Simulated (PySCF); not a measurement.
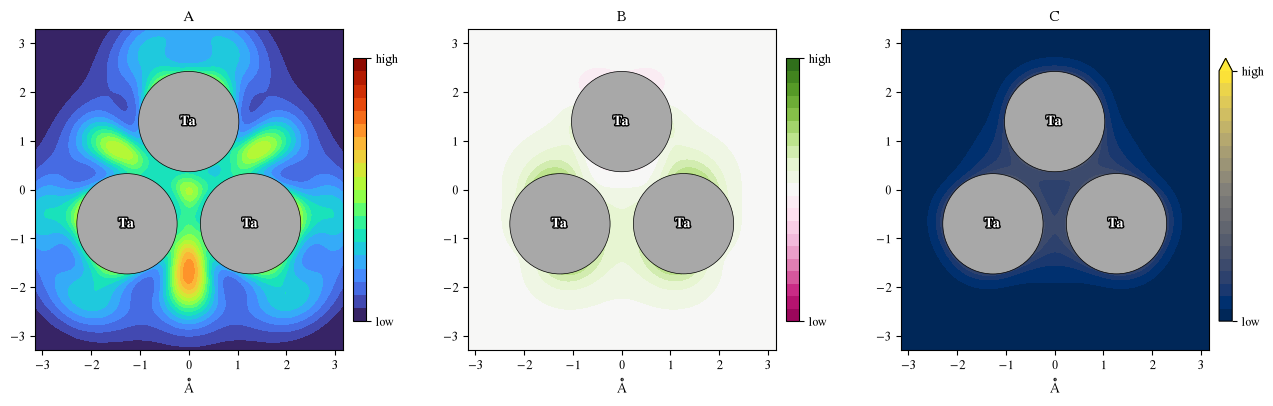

Ta₃ (charge +1, triplet): 3 fields on the molecular plane, with unlabelled colour scales. Grey discs cover the atomic cores.

⟨S²⟩ = 2.10, above the pure value of 2.00; core potentials replace the inner electrons of Ta.

Computed with UKS TPSS, Ta def2-SVP with ECP60; non-relativistic Hamiltonian with scalar-relativistic core potentials where named; density fitting (PySCF 2.14.0).

Q: Which field does each panel show? The fields are: electron density, electron localisation function and spin density.

A: Panel A: electron localisation function. Panel B: spin density (confined to the atoms that carry the unpaired spin). Panel C: electron density. From the grid: Ta–Ta (2.45 Å): the density is about 0.66 e/Å³ at the midpoint; the ELF is about 0.30 at the midpoint. Ta–Ta (2.53 Å): ρ at the midpoint is about 0.61 e/Å³; the ELF is about 0.40 at the midpoint.
